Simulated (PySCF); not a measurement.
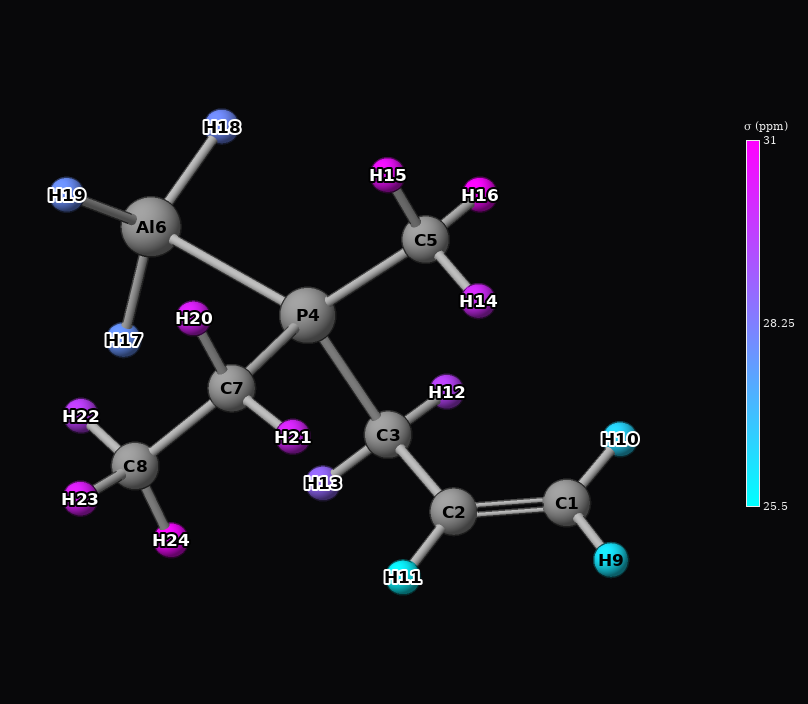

Atoms are coloured by their isotropic NMR shieldings (H only, the others grey). Computed geometry: GFN2-xTB optimisation. No frequency run is at hand to confirm it as a minimum. Level of theory: GIAO PBE0/pcSseg-1 NMR shielding, non-relativistic, gas phase (PySCF 2.14.0).

Which H atom is the most shielded (lowest chemical shift)?

H16 (30.87 ppm).

Which H atom is the least shielded (highest chemical shift)?

H11 (25.74 ppm).

How wide is the range of H shifts?

5.13 ppm.

List the isotropic NMR shieldings of the H atoms.

| atom | σ (ppm) |
| --- | --- |
| H9 | 26.03 |
| H10 | 26.38 |
| H11 | 25.74 |
| H12 | 29.56 |
| H13 | 28.73 |
| H14 | 30.07 |
| H15 | 30.64 |
| H16 | 30.87 |
| H17 | 27.77 |
| H18 | 27.95 |
| H19 | 27.86 |
| H20 | 30.30 |
| H21 | 30.16 |
| H22 | 29.63 |
| H23 | 30.32 |
| H24 | 30.80 |

The geometry is semi-empirical. Around Al, P such bond lengths and angles can be off by a tenth of an ångström or more and by several degrees, and values that hang on the shape move with them.
